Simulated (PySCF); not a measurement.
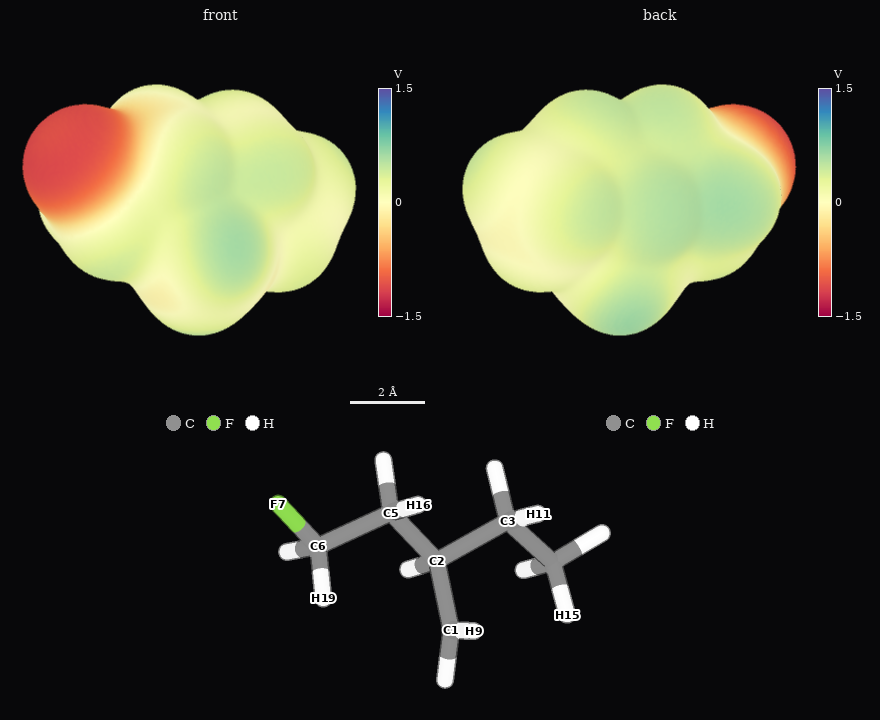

Figure 1: C₆H₁₂F (doublet). The molecular electrostatic potential painted on the density surface at 0.001 e/bohr³, seen from the front and from behind; red is negative and blue positive. The bare structure is drawn below in the same view.

Geometry: GFN2-xTB.

Level of theory: UKS B3LYP, pcH-1 on C F H, non-relativistic, mean-field spin-orbit, GIAO (PySCF 2.14.0, density-fitted response routines).

```
atom    x (Å)    y (Å)    z (Å)
   C  -0.0157  -0.5335  -1.3397
   C  -0.0198  -0.0688   0.0587
   C  -1.2358   0.8532   0.3307
   C  -2.5560   0.1133   0.1641
   C   1.2698   0.7083   0.3821
   C   2.4903  -0.1887   0.2459
   F   3.6385   0.5226   0.5030
   H  -0.2851  -1.5369  -1.6008
   H   0.1646   0.1703  -2.1298
   H  -0.0932  -0.9275   0.7345
   H  -1.1988   1.6975  -0.3598
   H  -1.1603   1.2440   1.3474
   H  -3.3914   0.7780   0.3716
   H  -2.6103  -0.7315   0.8474
   H  -2.6551  -0.2612  -0.8519
   H   1.3731   1.5517  -0.3029
   H   1.2274   1.0997   1.4002
   H   2.4675  -1.0155   0.9635
   H   2.5805  -0.5832  -0.7716
```

**Where is the surface potential most negative and most positive?**

The most negative region (about −1.1 V) lies over F7, the most positive (about +0.6 V) over H8, H9, H10 and H18.
